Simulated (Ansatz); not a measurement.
Ligand exchange: BH(CH3)Cl + CHBr2F → BH(CH3)F + CHBr2Cl

Species: BH(CH3)Cl, singlet; CHBr2F (dibromofluoromethane) `FC(Br)Br`, singlet; BH(CH3)F, singlet; CHBr2Cl (chlorodibromomethane) `ClC(Br)Br`, singlet. The partners trade Cl for F: B–Cl and C–F bonds give way to B–F and C–Cl.

Shapes, held fixed at every level: PBE0-D4/def2-TZVP. Programs: Ansatz 0.2.0. The zero-point and thermal change to 298 K, harmonic and unscaled (PBE0-D4/def2-TZVP), is -0.2 kJ/mol.

| level | kind | ΔH(298 K) (kJ/mol) | less CCSD(T)/def2-TZVPP | CPU time (sum over the molecules) |
| --- | --- | --- | --- | --- |
| PBE-D4/def2-TZVPP | GGA | -42.5 | +8.7 | 22 s |
| PBE0-D4/def2-TZVPP | global hybrid | -43.8 | +7.4 | 25 s |
| wB97M-V/def2-TZVPP | range-separated hybrid | -47.3 | +3.9 | 94 s |
| B2PLYP/def2-TZVPP | double hybrid | -50.5 | +0.7 | 40 s |
| MP2/def2-TZVPP | perturbation theory | -58.6 | -7.4 | – |
| CCSD/def2-TZVPP | coupled cluster or CI | -50.9 | +0.3 | – |
| CCSD(T)/def2-TZVPP | coupled cluster or CI | -51.2 | 0.0 | 6.4 min |

The highest level, CCSD(T)/def2-TZVPP, gives ΔH(298 K) = -51.2 kJ/mol; the levels span -58.6 to -42.5. The column of differences is taken from that level and isn't an error. No measured value is set beside it here. Relativity is left out for Br. Outer-core shells of Br are correlated, in sets that cover them unevenly. Times are processor times on shared x86 and Arm servers, and rough.

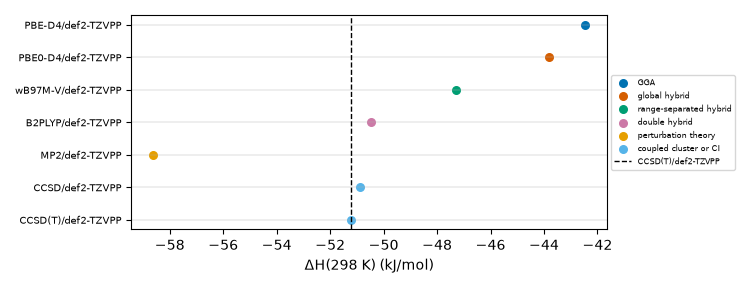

The values of the table, level by level.
